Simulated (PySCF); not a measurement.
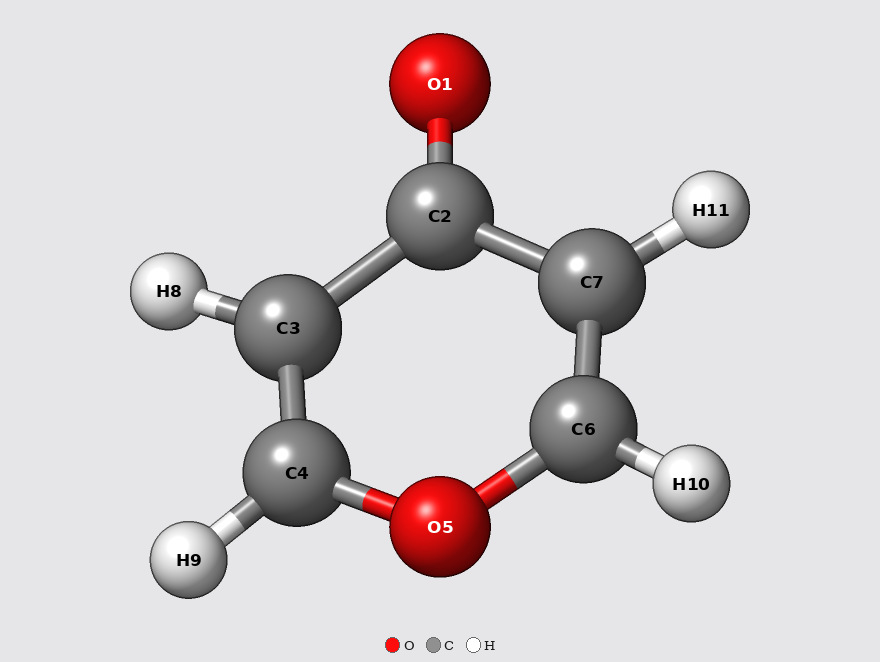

The geometry was computed by an optimisation with GFN2-xTB. No frequency run is at hand to confirm it as a minimum. Level of theory: delta-SCF UKS SCAN, pcX-2 on the ionised atom, pcseg-1 elsewhere, spin-free X2C (PySCF 2.14.0).

Give the core-electron binding energies (to vacuum) of O1 1s, C2 1s, C3 1s, C4 1s, O5 1s.

```tsv
atom	level	binding energy (eV)
O1	1s	536.6
C2	1s	293.1
C3	1s	290.9
C4	1s	293.0
O5	1s	540.8
```
